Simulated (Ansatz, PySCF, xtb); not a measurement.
Potential energy curve for H2Se, SMILES [SeH2]. The Se1–H3 bond (Se1 also carries H; H3 carries nothing else) is stretched with both fragments frozen at the PBE0/def2-TZVP optimised geometry.

```
3

Se     0.0000     0.0000     0.0000
H      0.0000     1.4665    -0.0302
H      0.0000     0.0000     1.4668
```

Computed with: RKS-PBE = restricted PBE/cc-pVDZ run with Ansatz (a quantum-chemistry and plane-wave program); GFN1-xTB (xtb); RMP2 = MP2 on RHF/cc-pVDZ, 9 core orbitals frozen (PySCF).

Energies are in kJ/mol, each relative to the lowest point of its own curve near equilibrium.

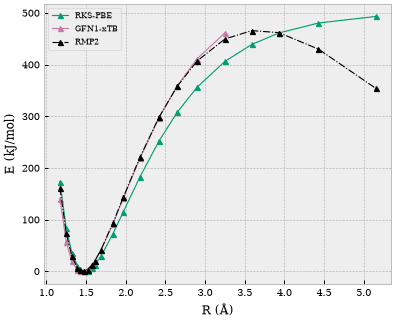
*Energy against bond length for each method.*

| R / Å | RKS-PBE | GFN1-xTB | RMP2 |
|---|---|---|---|
| 1.17 | 172.9 | 140.2 | 161.0 |
| 1.25 | 83.2 | 56.5 | 73.6 |
| 1.32 | 36.3 | 19.1 | 29.3 |
| 1.39 | 10.6 | 2.6 | 6.7 |
| 1.42 | 4.7 | 0.0 | 2.2 |
| 1.47 | 0.0 | 0.0 | 0.0 |
| 1.52 | 0.7 | 4.5 | 3.4 |
| 1.57 | 5.7 | 12.4 | 11.1 |
| 1.61 | 12.1 | 20.7 | 19.8 |
| 1.69 | 29.7 | 41.6 | 42.0 |
| 1.84 | 73.0 | 92.2 | 94.0 |
| 1.97 | 115.1 | 141.5 | 143.3 |
| 2.18 | 182.8 | 218.9 | 220.8 |
| 2.42 | 252.2 | 297.1 | 298.2 |
| 2.65 | 307.8 | 359.1 | 358.0 |
| 2.90 | 356.2 | 411.4 | 406.9 |
| 3.25 | 406.0 | 461.1 | 449.4 |
| 3.59 | 439.0 | — | 465.7 |
| 3.93 | 461.1 | — | 461.8 |
| 4.43 | 480.4 | — | 429.9 |
| 5.15 | 493.0 | — | 354.3 |

At the longest distance, 5.15 Å, RKS-PBE lies highest above its minimum (493.0 kJ/mol) and RMP2 lowest (354.3 kJ/mol).

The RMP2 curve passes through a maximum at 3.59 Å and then falls by 111.3 kJ/mol up to the last usable point.

Dashes: no converged value, or the column stops at the first point that the program doubted or that broke a chosen test of continuity, which isn't proof of a fault.

The restricted form behind RKS-PBE, RMP2 keeps the bonding electrons paired and can't separate into open-shell fragments.
